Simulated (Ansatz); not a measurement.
CH4F2OSi2 (SMILES O=C[Si](F)(F)[SiH3])

Input file:

```
crystal:
  periodic: [false, false, false]
  atoms:
    - { symbol: O, position_ang: [1.2918, -1.7812, -0.8843] }
    - { symbol: C, position_ang: [0.767, -0.8056, -1.5322] }
    - { symbol: Si, position_ang: [-0.2528, 0.5264, -0.689] }
    - { symbol: F, position_ang: [-1.6146, 0.5959, -1.335] }
    - { symbol: F, position_ang: [0.4823, 1.9431, -0.9557] }
    - { symbol: Si, position_ang: [-0.3555, 0.1063, 1.5769] }
    - { symbol: H, position_ang: [0.9223, -0.686, -2.6146] }
    - { symbol: H, position_ang: [0.98443, 0.06575, 2.18338] }
    - { symbol: H, position_ang: [-1.16334, 1.11225, 2.36953] }
    - { symbol: H, position_ang: [-0.9979, -1.20858, 1.86818] }
basis:
  gaussian: { orbitals: def2-SVP }
hamiltonian:
  xc: pbe
  dispersion: d4
relax:
  f_tol: 0.015
  max_steps: 40
output:
  orbitals: {}
```

Run with:

```sh
ansatz run input.yaml --threads 2 --pin off --max-ram 3072MiB --backend cpu --events-out ev --progress --plain --runs-dir out
```

The fields are those of the run's last geometry, not of the input's.

Level of theory: RKS PBE-D4/def2-SVP in Ansatz.

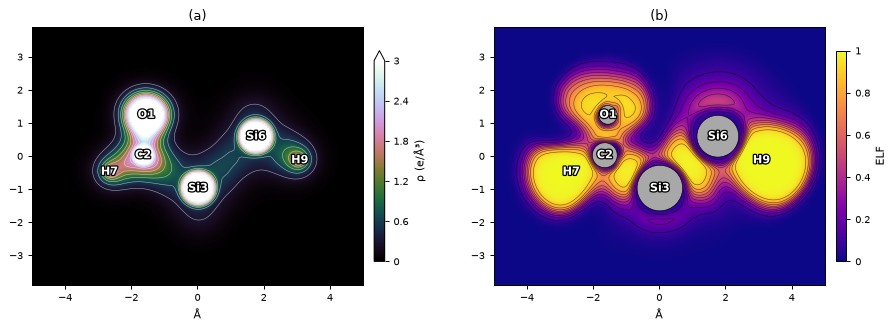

Figure 1. (a) total electron density; (b) electron localisation function on the plane of atoms O1, C2 and H7. Grey discs cover the atomic cores in the ELF map.

**What does the map show?**

The section cuts through O, C, Si and H sites.
C–O (1.22 Å): ρ is about 3.2 e/Å³ halfway; the ELF peaks at about 0.85 between the atoms: a multiple bond.
C–Si (1.94 Å): ρ is about 0.91 e/Å³ halfway; the ELF peaks at about 1 between the atoms, as expected for a shared electron pair.
Si–Si (2.35 Å): ρ at the midpoint is about 0.65 e/Å³; the ELF peaks at about 1 between the atoms: a shared electron pair.
C–H (1.14 Å): ρ is about 1.9 e/Å³ halfway; the ELF climbs to about 1 towards the hydrogen, as it does in any bond to H (an ordinary covalent bond to hydrogen).
Si–H (1.50 Å): the density is about 0.74 e/Å³ at the midpoint; the ELF climbs to about 1 towards the hydrogen.
The ELF also peaks beside O1, away from the bonds: lone-pair regions.

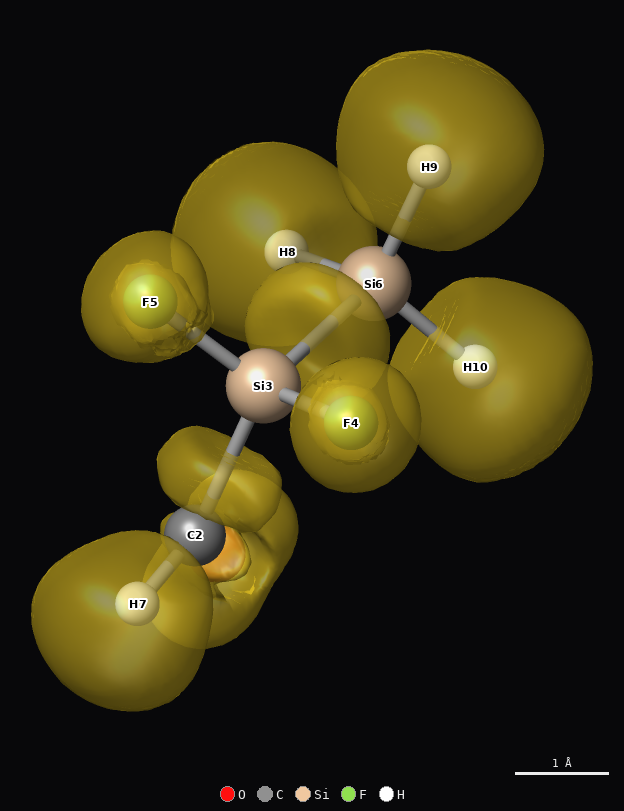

Figure 2. Isosurface of the electron localisation function at 0.8 (yellow), seen at an oblique angle. Only the valence region is drawn (cores and ρ < 0.01 e/Å³ removed).

**Where are the electrons localised?**

At this value the surface marks out one region between bonded C–Si atoms (shared pairs), one region between bonded Si–Si atoms (shared pairs), four regions around hydrogen nuclei, one region on O in which the atom's valence shell and bonds are merged and two regions wrapped around F (its lone pairs, merged into a ring or cap). Profiles from the grid: Si–F (1.64 Å): the ELF peaks at about 0.85 in the valence shell of F, 0.6 Å from its nucleus, and is about 0.40 at the midpoint.

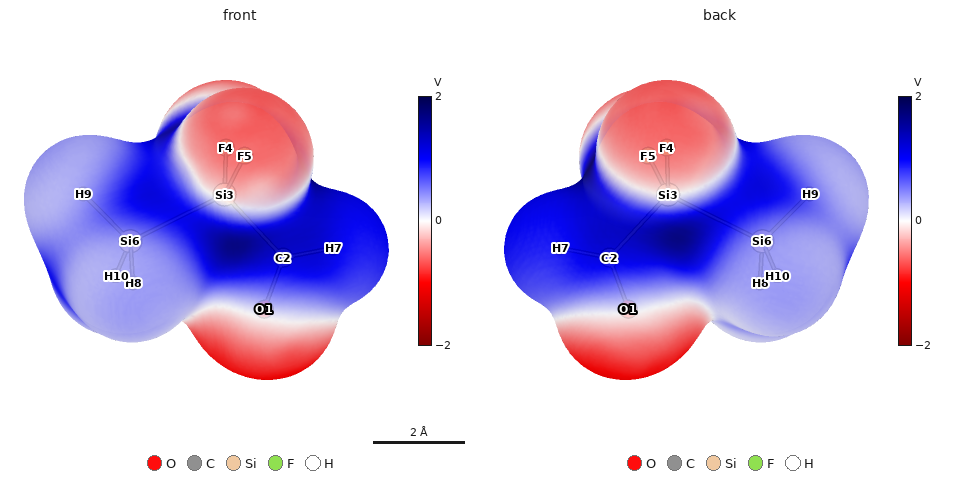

Figure 3. The molecular electrostatic potential painted on the density surface at 0.002 e/bohr³, seen from the front and from behind; red is negative and blue positive.

**Describe the electrostatic potential map.**

The most negative region (about −1.0 V, or −23 kcal/mol for a unit charge) lies over O1, the most positive (about +1.7 V, or +39 kcal/mol for a unit charge) over Si3. O1 is the likeliest acceptor of a hydrogen bond.
